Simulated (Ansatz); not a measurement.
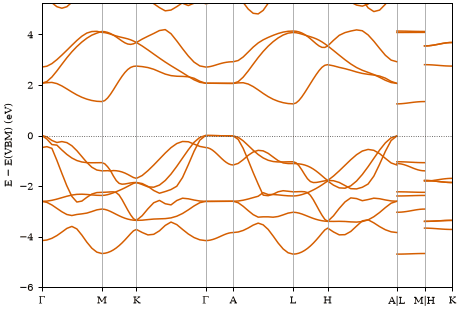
Figure. Band structure from PBE in the plane-wave PAW code Ansatz

**Question.** Read off the gap and where the band edges lie.

**Answer.** About 1.3 eV (1.25 eV by a search for the band edges); maximum at Γ, minimum at L.

**Question.** Which of these materials gives this?
(A) PtSe2, CdI2 type
(B) SnO2, CdI2 type
(C) HfS2, CdI2 type

**Answer.** C, HfS2, CdI2 type

Space group P-3m1 (CdI2 type). The PBE relaxation kept the symmetry of its start. The run is not spin-polarised. The volume lies over 15 % above that of the usual cell of this phase: another minimum, or an error of the functional. A crystal of weakly bound layers computed without a dispersion correction: the cell and the soft elastic constants depend strongly on that. Scalar-relativistic: spin–orbit coupling is off unless named, which matters more the heavier the elements.

Potentials: the later of the program's two PAW sets.
